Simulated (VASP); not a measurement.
Band structure of AuAl2 (fluorite). Method: r2SCAN+rVV10, VASP's PBE PAW potentials (set 64) (plane waves; VASP).

Unless said otherwise, spin-orbit coupling is left out, though it shifts the bands of the heavy elements here.

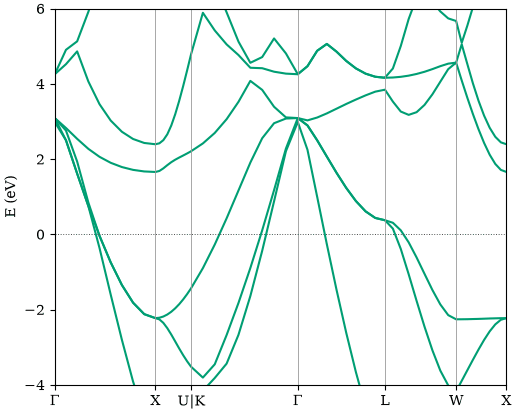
Fig. 1. Bands along high-symmetry lines, zero at the valence-band maximum or, without a gap, the Fermi level

### Question
Read the plot: is there a gap, and where are the band edges?

### Answer
It has no gap at this level: it comes out as a metal or semimetal.

The compound is AuAl2 in the fluorite structure. It was relaxed first. The electron count is odd and the run is not spin-polarised, which forces a metal.
